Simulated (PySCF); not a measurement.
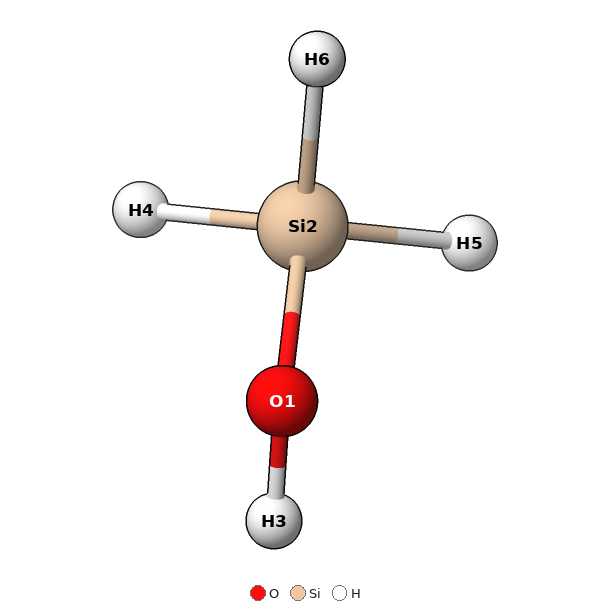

The geometry was computed by an optimisation with PBE0-D3(BJ)/def2-SVP. No frequency run is at hand to confirm it as a minimum. Electric field gradients from the ground-state density, PBE0/pcSseg-3 (PySCF 2.14.0), non-relativistic apart from any core potentials.

Give the largest field-gradient component, the quadrupole coupling constant and the asymmetry for 17O at O1 (Q = −25.6 mb), 2H at H3 (Q = 2.86 mb), 2H at H4 (Q = 2.86 mb), 2H at H6 (Q = 2.86 mb).

```tsv
atom	V_zz (a.u.)	e²qQ/h (MHz)	η
O1	1.398	−8.41	0.65
H3	0.462	0.311	0.06
H4	0.131	0.088	0.04
H6	0.136	0.091	0.04
```
